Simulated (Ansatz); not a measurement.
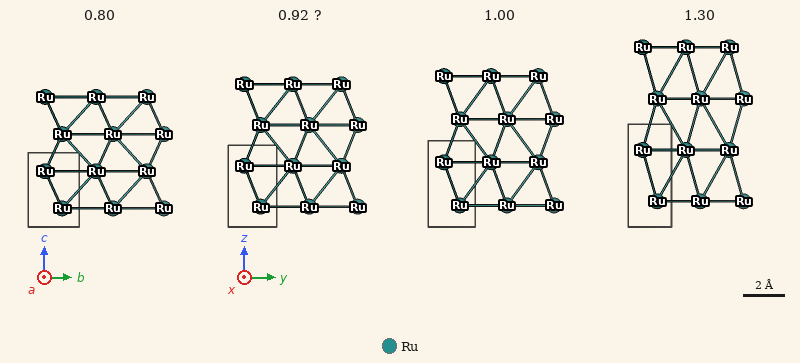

Energy scan for solid Ru (P6_3/mmc), in which the ratio of the cell's length along z to its lengths across, counted as 1 for the reference, is changed at fixed volume (a c/a path), with the atoms kept at their fractional coordinates. x, y and z are the Cartesian axes of the input. The picture is a ball-and-stick view of the cell of the calculation, repeated 3 × 3 × 2 with one cell outlined, seen along the a axis.

These are results of Ansatz, DFT r2SCAN, scalar-relativistic, plane waves, PAW, not measurements. Settings: plane-wave cutoff 500 eV; k-point mesh 24 × 24 × 12; occupations gaussian; smearing width 0.15 eV; no spin polarisation. Energies (free energies at the smearing named) are counted from the cell as listed in its source, which wasn't relaxed.

| axial ratio over its reference value | E − E(ref) (meV/atom) |
| --- | --- |
| 0.80 | 506 |
| 0.85 | 290 |
| 0.92 | ? |
| 0.96 | 17 |
| 1.00 | 0 |
| 1.05 | 37 |
| 1.10 | 131 |
| 1.20 | 445 |
| 1.30 | 831 |

Question: Fill in the missing row.

Answer: A straight line between the two neighbours gives 116 meV/atom. A cubic through the four nearest rows (0.80, 0.85, 0.96, 1.00) gives, with Lagrange weights, (−0.1400)(506) + (0.4655)(290) + (0.9545)(17) + (−0.2800)(0) = 80 meV/atom. The calculation gives 78 meV/atom, so the cubic is 2 meV/atom too high and the straight line 38 meV/atom too high, as the curve bends upwards here.

The whole profile:

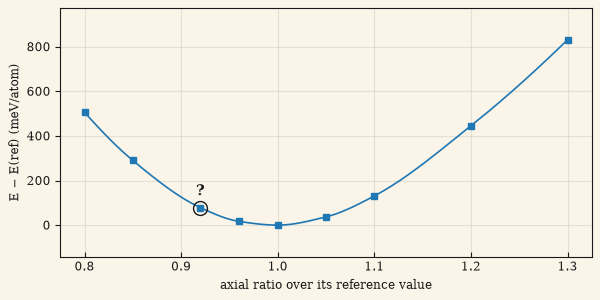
